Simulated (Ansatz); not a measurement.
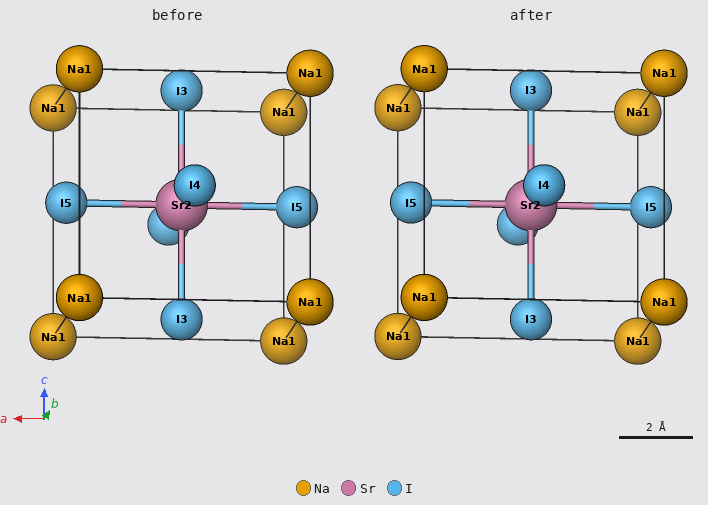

Left: a crystal of NaSrI₃ (built on the cubic perovskite type) at its r2SCAN-relaxed geometry. Right: the same structure after one change, at the same scale. The picture is a ball-and-stick view of the cell of the calculation, seen from a free direction.

The calculation used DFT, r2SCAN, plane waves, PAW in Ansatz. Set-up: plane-wave cutoff 500 eV; k-point mesh 4 × 4 × 4; occupations fixed; no spin polarisation.

Question: Which change leads from the left to the right?

Answer: The cell is strained by +4.0 % along a and none across it (volume +4.0 %). The atoms were relaxed with r2SCAN under that strain, and this is a single point on that geometry.

Question: How do the computed properties respond?

Answer: Near-neighbour distances before and after: I–Sr 3.199 → 3.199 to 3.327 Å. The space group (tolerance 0.01 Å) goes from Pm-3m (No. 221) to P4/mmm (No. 123). It costs 7.7 meV per atom. Pressure: 0.0 GPa before, −0.5 GPa after. The principal stresses (compression positive) are −1.1 GPa along a and −0.2 GPa across it. All forces vanish by symmetry.
